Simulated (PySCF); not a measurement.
Vertical excitations of a molecule C3H6BNO from TDA-B3LYP/def2-SVPD run with PySCF 2.14.0, as energy in eV (oscillator strength): 5.78 (0.000), 5.99 (0.155), 6.12 (0.001), 6.23 (0.000), 6.43 (0.037), 6.77 (0.000), 7.15 (0.000), 7.20 (0.069), 7.22 (0.030), 7.38 (0.002). Lowest triplet (TDA): 4.69 eV. The structure is a stationary point at PBE0-D3(BJ)/def2-SVP. One conformer was computed; it need not be the lowest.

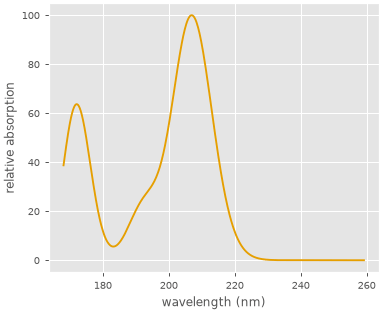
*The lines broadened by 0.4 eV.*

Which molecule gave these data?
(A) CC1=NCB1O
(B) C=C1OCB1N
(C) C#CB(O)NC
(D) CB(C)N=C=O

C, C#CB(O)NC
